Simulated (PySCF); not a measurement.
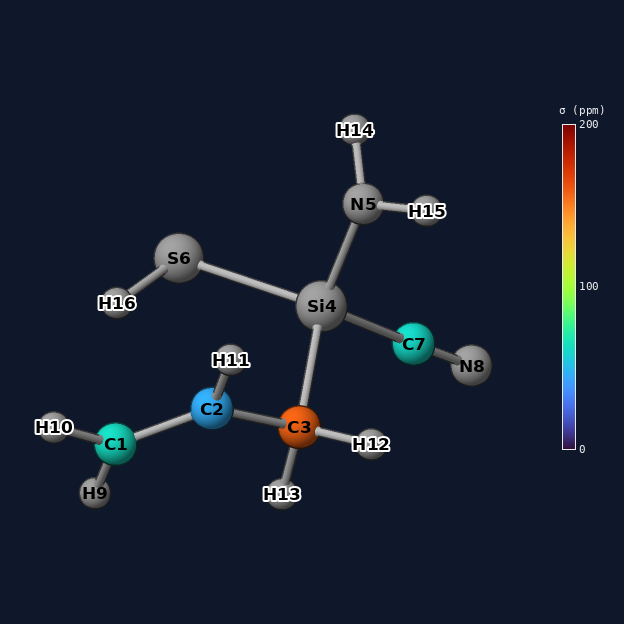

Atoms are coloured by their isotropic NMR shieldings (C only, the others grey). Computed geometry: GFN2-xTB optimisation. No frequency run is at hand to confirm it as a minimum. Method: GIAO PBE0/pcSseg-1 NMR shielding, non-relativistic, gas phase (PySCF 2.14.0).

Give the isotropic NMR shieldings of the C atoms atom by atom.

```
atom  σ (ppm)
  C1     62.8
  C2     45.4
  C3    157.1
  C7     61.2
```

The geometry is semi-empirical. Around Si such bond lengths and angles can be off by a tenth of an ångström or more and by several degrees, and values that hang on the shape move with them.
